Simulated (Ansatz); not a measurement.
# Geometry relaxation, with input and output: As₅P₄ (charge −1) (part 2 of 2)

Continued. System: As₅P₄, charge −1. Method: RKS PBE-D4/def2-SVP (Ansatz 0.2.0). The geometry: GFN2-xTB start.

Geometry of the input (Å):
```
P  1.3645  2.0136  -0.3573
P  2.3444  0.3374  0.4525
P  -0.7372  1.4588  -0.9219
P  1.1029  1.5263  1.7168
As -1.1748  0.9303  1.2894
As 0.5055  -2.0591  -0.4748
As -1.8912  -2.1665  -0.9335
As -0.4578  -0.5280  -2.0792
As -1.0565  -1.5127  1.3080
```

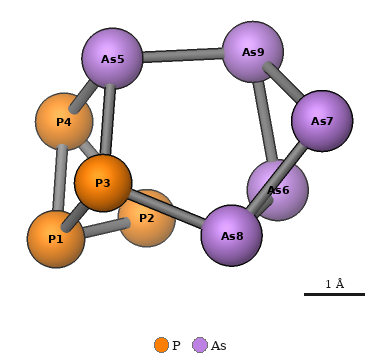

The geometry at step 10 of the log (ball-and-stick view, seen at a tilt; atoms are numbered from 1 in the order of the input).

### Trajectory as extended XYZ, continued
```
9
Properties=species:S:1:pos:R:3:forces:R:3 step=3 energy=-341258.96226
P     1.4477    2.0337   -0.4080   -0.0192  -0.2074  -0.0207
P     2.3234    0.2206    0.4493   -0.0349   0.0748   0.0100
P    -0.8066    1.4784   -0.9362   -0.1271   0.2034  -0.0011
P     1.1709    1.4996    1.7771   -0.0727  -0.1623  -0.0910
As   -1.2591    0.9418    1.2956   -0.0220   0.0937  -0.0865
As    0.6353   -1.9191   -0.4199    0.0435   0.0582   0.0107
As   -1.8995   -2.2644   -0.9487    0.0385   0.2166   0.0622
As   -0.5259   -0.5136   -2.0915    0.1068  -0.0831   0.0508
As   -1.0862   -1.4771    1.2822    0.0872  -0.1939   0.0657
9
Properties=species:S:1:pos:R:3:forces:R:3 step=4 energy=-341258.98080
P     1.4378    1.9934   -0.4250   -0.0014  -0.0579   0.1008
P     2.3067    0.1783    0.4401   -0.0874   0.1118  -0.0315
P    -0.8381    1.5008   -0.9488    0.0885   0.0518   0.0535
P     1.1496    1.4534    1.7666   -0.0704   0.0289  -0.1007
As   -1.2868    0.9425    1.2786    0.1052   0.0626   0.0325
As    0.6683   -1.8785   -0.4039    0.0297   0.0268  -0.0178
As   -1.8791   -2.2201   -0.9274   -0.1253  -0.0140  -0.0305
As   -0.5043   -0.4933   -2.0881    0.0291  -0.1413   0.0947
As   -1.0540   -1.4767    1.3079    0.0322  -0.0686  -0.1008
9
Properties=species:S:1:pos:R:3:forces:R:3 step=5 energy=-341258.98560
P     1.4378    1.9924   -0.4233   -0.1188   0.0262  -0.0057
P     2.2949    0.1767    0.4365    0.0234  -0.0598  -0.0070
P    -0.8350    1.5064   -0.9477    0.1382  -0.0710   0.0024
P     1.1402    1.4543    1.7681   -0.0960   0.0075  -0.0458
As   -1.2768    0.9388    1.2826    0.1042   0.1202  -0.0048
As    0.7090   -1.8567   -0.3932   -0.2059   0.1251  -0.0196
As   -1.9269   -2.2111   -0.9313    0.1229   0.0455   0.0264
As   -0.4996   -0.5194   -2.0815    0.0069  -0.0259   0.1305
As   -1.0435   -1.4814    1.2898    0.0250  -0.1677  -0.0765
9
Properties=species:S:1:pos:R:3:forces:R:3 step=6 energy=-341258.99125
P     1.4349    1.9977   -0.4234   -0.0524   0.0185  -0.0222
P     2.2955    0.1825    0.4351    0.0338  -0.0618  -0.0086
P    -0.8252    1.5016   -0.9464    0.0427  -0.0115   0.0036
P     1.1361    1.4592    1.7639   -0.0467   0.0016   0.0001
As   -1.2677    0.9380    1.2825    0.0237   0.0587   0.0130
As    0.6923   -1.8602   -0.3949   -0.0274   0.0507   0.0067
As   -1.9217   -2.2092   -0.9315    0.0297   0.0064   0.0029
As   -0.4967   -0.5177   -2.0762   -0.0034  -0.0055   0.0205
As   -1.0475   -1.4920    1.2909   -0.0001  -0.0570  -0.0160
9
Properties=species:S:1:pos:R:3:forces:R:3 step=7 energy=-341258.99234
P     1.4286    1.9931   -0.4255   -0.0202  -0.0139  -0.0280
P     2.2912    0.1648    0.4259   -0.0053   0.0712   0.0311
P    -0.8241    1.5029   -0.9471    0.0262   0.0043   0.0334
P     1.1307    1.4515    1.7595    0.0028  -0.0292   0.0037
As   -1.2661    0.9419    1.2876    0.0220   0.0408  -0.0258
As    0.7064   -1.8331   -0.3822    0.0023  -0.0033  -0.0093
As   -1.9206   -2.2084   -0.9329   -0.0549   0.0002  -0.0076
As   -0.4955   -0.5193   -2.0726    0.0162  -0.0194  -0.0013
As   -1.0506   -1.4934    1.2872    0.0109  -0.0507   0.0038
9
Properties=species:S:1:pos:R:3:forces:R:3 step=8 energy=-341258.99341
P     1.4270    1.9945   -0.4265   -0.0157   0.0046  -0.0314
P     2.2925    0.1693    0.4268    0.0051   0.0105   0.0144
P    -0.8205    1.5023   -0.9465    0.0118  -0.0048   0.0171
P     1.1281    1.4525    1.7594    0.0040  -0.0140   0.0193
As   -1.2614    0.9411    1.2864   -0.0024   0.0123  -0.0067
As    0.7087   -1.8303   -0.3807    0.0189  -0.0007   0.0026
As   -1.9315   -2.2049   -0.9337   -0.0179   0.0091  -0.0010
As   -0.4931   -0.5237   -2.0711   -0.0036  -0.0087  -0.0089
As   -1.0498   -1.5008    1.2860   -0.0004  -0.0083  -0.0054
9
Properties=species:S:1:pos:R:3:forces:R:3 step=9 energy=-341258.99391
P     1.4237    1.9938   -0.4286   -0.0154   0.0096  -0.0192
P     2.2922    0.1685    0.4262    0.0089  -0.0142   0.0063
P    -0.8181    1.5010   -0.9461    0.0074  -0.0043   0.0049
P     1.1253    1.4508    1.7598    0.0062  -0.0017   0.0146
As   -1.2579    0.9407    1.2866   -0.0108   0.0005   0.0006
As    0.7180   -1.8202   -0.3761    0.0170   0.0013   0.0056
As   -1.9429   -2.1994   -0.9344   -0.0045   0.0075   0.0001
As   -0.4916   -0.5298   -2.0697   -0.0068  -0.0014  -0.0105
As   -1.0487   -1.5055    1.2821   -0.0019   0.0028  -0.0023
9
Properties=species:S:1:pos:R:3:forces:R:3 step=10 energy=-341258.99440
P     1.4172    1.9915   -0.4316   -0.0123   0.0129  -0.0022
P     2.2908    0.1631    0.4244    0.0088  -0.0206   0.0003
P    -0.8149    1.4984   -0.9467    0.0074  -0.0002   0.0020
P     1.1211    1.4470    1.7606    0.0008   0.0105   0.0025
As   -1.2540    0.9394    1.2873   -0.0068  -0.0027   0.0046
As    0.7360   -1.7987   -0.3669    0.0169  -0.0086   0.0034
As   -1.9608   -2.1884   -0.9347   -0.0058  -0.0005  -0.0025
As   -0.4892   -0.5397   -2.0693   -0.0088  -0.0020   0.0049
As   -1.0462   -1.5127    1.2768   -0.0003   0.0111  -0.0130
9
Properties=species:S:1:pos:R:3:forces:R:3 step=11 energy=-341258.99566
P     1.3938    1.9868   -0.4412    0.0371   0.0276   0.0599
P     2.2853    0.1431    0.4166    0.0434   0.0280   0.0121
P    -0.8018    1.4914   -0.9450   -0.0378  -0.0041  -0.0317
P     1.1061    1.4374    1.7619    0.0271   0.0497  -0.0263
As   -1.2379    0.9401    1.2935   -0.0233  -0.0456  -0.0092
As    0.8041   -1.7298   -0.3344    0.0383  -0.0533  -0.0002
As   -2.0280   -2.1587   -0.9405   -0.0214   0.0730   0.0137
As   -0.4826   -0.5767   -2.0573   -0.0327  -0.0324  -0.0330
As   -1.0390   -1.5335    1.2463   -0.0307  -0.0430   0.0147
9
Properties=species:S:1:pos:R:3:forces:R:3 step=12 energy=-341258.99542 accepted=F
P     1.3752    1.9864   -0.4470    0.0844   0.0694   0.1238
P     2.2858    0.1326    0.4130    0.0979   0.1235   0.0404
P    -0.7919    1.4806   -0.9478   -0.0594  -0.0400  -0.0472
P     1.0937    1.4337    1.7630    0.0392   0.1094  -0.0526
As   -1.2271    0.9318    1.2948   -0.0122  -0.0894  -0.0144
As    0.8630   -1.6782   -0.3081    0.0000  -0.2019  -0.0487
As   -2.0906   -2.1124   -0.9402   -0.0348   0.0780   0.0206
As   -0.4767   -0.6129   -2.0540   -0.0592  -0.0310   0.0003
As   -1.0315   -1.5615    1.2263   -0.0560  -0.0180  -0.0222
9
Properties=species:S:1:pos:R:3:forces:R:3 step=13 energy=-341258.99943
P     1.3907    1.9920   -0.4390   -0.0101   0.0094   0.0270
P     2.2909    0.1457    0.4182    0.0089   0.0006  -0.0024
P    -0.8005    1.4835   -0.9489    0.0252   0.0027  -0.0107
P     1.1043    1.4427    1.7623   -0.0320   0.0252  -0.0216
As   -1.2374    0.9301    1.2915    0.0464  -0.0229   0.0036
As    0.8252   -1.7225   -0.3278    0.0070   0.0076  -0.0006
As   -2.0559   -2.1299   -0.9374   -0.0344   0.0011  -0.0036
As   -0.4812   -0.5931   -2.0599   -0.0049  -0.0141   0.0173
As   -1.0361   -1.5486    1.2411   -0.0062  -0.0096  -0.0089
9
Properties=species:S:1:pos:R:3:forces:R:3 step=14 energy=-341259.00414
P     1.3775    2.0051   -0.4369   -0.0161   0.0124   0.0059
P     2.3006    0.1494    0.4187   -0.0051  -0.0144  -0.0133
P    -0.7861    1.4671   -0.9529    0.0266  -0.0299  -0.0274
P     1.0953    1.4553    1.7632   -0.0440   0.0144  -0.0072
As   -1.2178    0.9107    1.2918    0.0232  -0.0255   0.0103
As    0.8868   -1.6828   -0.3037   -0.0031  -0.0407   0.0002
As   -2.1429   -2.0814   -0.9390    0.0872   0.0792   0.0233
As   -0.4780   -0.6393   -2.0519   -0.0478   0.0124   0.0057
As   -1.0353   -1.5841    1.2107   -0.0209  -0.0080   0.0025
9
Properties=species:S:1:pos:R:3:forces:R:3 step=15 energy=-341259.00480
P     1.3719    2.0049   -0.4380    0.0435   0.0161   0.0190
P     2.2954    0.1467    0.4165    0.0201   0.0079   0.0025
P    -0.7833    1.4639   -0.9556   -0.0277  -0.0230  -0.0054
P     1.0879    1.4551    1.7608    0.0253   0.0182  -0.0019
As   -1.2144    0.9049    1.2906   -0.0387  -0.0098   0.0025
As    0.8858   -1.6869   -0.3038    0.0145  -0.0151   0.0033
As   -2.1335   -2.0620   -0.9335   -0.0760  -0.0470  -0.0153
As   -0.4762   -0.6386   -2.0528    0.0187   0.0307  -0.0148
As   -1.0336   -1.5881    1.2157    0.0202   0.0219   0.0101
9
Properties=species:S:1:pos:R:3:forces:R:3 step=16 energy=-341259.00494
P     1.3730    2.0050   -0.4381    0.0399   0.0136   0.0083
P     2.2954    0.1464    0.4166    0.0221   0.0085   0.0040
P    -0.7822    1.4629   -0.9547   -0.0327  -0.0065  -0.0143
P     1.0865    1.4552    1.7590    0.0264   0.0199   0.0178
As   -1.2159    0.9039    1.2902   -0.0326  -0.0064   0.0105
As    0.8865   -1.6872   -0.3036    0.0061  -0.0103  -0.0064
As   -2.1342   -2.0620   -0.9329   -0.0655  -0.0395  -0.0162
As   -0.4766   -0.6363   -2.0522    0.0205   0.0082  -0.0134
As   -1.0326   -1.5877    1.2158    0.0158   0.0126   0.0097
9
Properties=species:S:1:pos:R:3:forces:R:3 step=17 energy=-341259.00545
P     1.3761    2.0061   -0.4369    0.0023   0.0000   0.0000
P     2.2979    0.1480    0.4185    0.0020  -0.0025  -0.0005
P    -0.7829    1.4623   -0.9549   -0.0037   0.0007  -0.0055
P     1.0890    1.4575    1.7606   -0.0024   0.0047   0.0043
As   -1.2176    0.9047    1.2914    0.0019  -0.0052  -0.0018
As    0.8875   -1.6875   -0.3048   -0.0030   0.0015  -0.0042
As   -2.1394   -2.0668   -0.9344   -0.0060   0.0003  -0.0021
As   -0.4782   -0.6375   -2.0532    0.0050   0.0011   0.0038
As   -1.0323   -1.5867    1.2137    0.0039  -0.0006   0.0060
```

### Results in brief

```csv
quantity,value
outcome,converged
total energy,−341259.0055 eV
mean-field energy,−341257.8022 eV
dispersion energy,−1.2033 eV
HOMO,−0.43 eV
LUMO,1.08 eV
largest force (length of the vector) at the end,0.007 eV/Å
hardware,"4 threads of Arm Neoverse V1, 23 GiB of memory available, shared host"
wall time,93 s (CPU time 5.9 min)
peak memory,0.61 GiB
```
